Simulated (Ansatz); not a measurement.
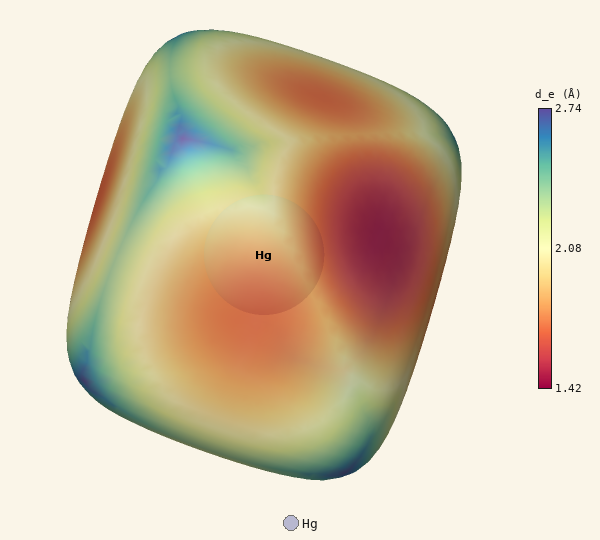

Hirshfeld surface computed for one Hg atom in Hg4S (Im-3m), coloured by d_e.

The surface is where the fragment's share of the procrystal density (the sum of the densities of spherically averaged neutral Hartree-Fock atoms) equals one half. d_i and d_e are the distances from the surface to the nearest nucleus inside and outside. From Rb on the atoms have core potentials, so only their outer electrons count.

The cell is taken from the geometry relaxed with DFT PBE, scalar-relativistic, plane waves, PAW in Ansatz; the starting structure was generated, so it need not be a known form of this composition.

```yaml
crystal:
  lattice:
    - [6.67364, 0.00000, 0.00000]
    - [0.00000, 6.67364, 0.00000]
    - [0.00000, 0.00000, 6.67364]
  atoms:
    - { symbol: Hg, position: [0.25000, 0.25000, 0.25000] }
    - { symbol: Hg, position: [0.75000, 0.25000, 0.25000] }
    - { symbol: Hg, position: [0.25000, 0.25000, 0.75000] }
    - { symbol: Hg, position: [0.25000, 0.75000, 0.25000] }
    - { symbol: S, position: [0.00000, 0.00000, 0.00000] }
    - { symbol: Hg, position: [0.75000, 0.75000, 0.75000] }
    - { symbol: Hg, position: [0.25000, 0.75000, 0.75000] }
    - { symbol: Hg, position: [0.75000, 0.75000, 0.25000] }
    - { symbol: Hg, position: [0.75000, 0.25000, 0.75000] }
    - { symbol: S, position: [0.50000, 0.50000, 0.50000] }
```

Question: What is the shortest distance from the fragment to an atom outside it?

Answer: Hg–S, 2.89 Å.

Question: How is the surface shared among contacts (nearest atom inside ··· nearest atom outside)?

Answer: Hg···Hg 78 %, Hg···S 22 %. The surface faces 8 neighbours with more than 2 % of its area each: 6 Hg + 2 S.

Question: Give the size and shape of the surface.

Answer: It encloses about 27.5 Å³, has an area of about 46 Å² and a globularity of 0.95 (1 for a sphere).
